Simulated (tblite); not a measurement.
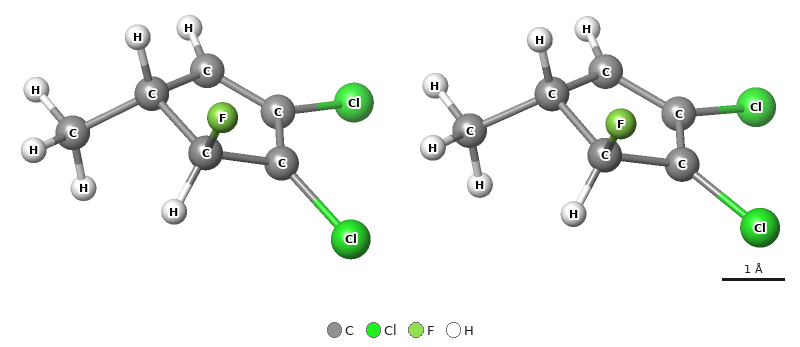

Two geometries of C6H6Cl2F (multiplicity 2), drawn at one scale. One is the start of a relaxation, the other its converged end. A ball-and-stick model, seen from a free direction.

All numbers below come from tblite 0.8.0, GFN2-xTB geometry optimisation, gas phase. 

Which one is relaxed?

The right one is the relaxed one. The energy falls by 0.138 eV in 64 geometry steps. The largest move after the best rigid fit is that of a Cl atom, 0.27 Å. By element the largest moves are Cl 0.27 Å, F 0.11 Å, H 0.08 Å, C 0.06 Å. Near-neighbour distances that change, for instance: C–C 1.329 → 1.370 Å, C–C 1.433 → 1.393 Å, C–Cl 1.688 → 1.712 Å, C–C 1.508 → 1.530 Å. Among the angles between lasting bonds that change: F–C–H 107.9° → 104.8°, C–C–H 112.3° → 110.2°.
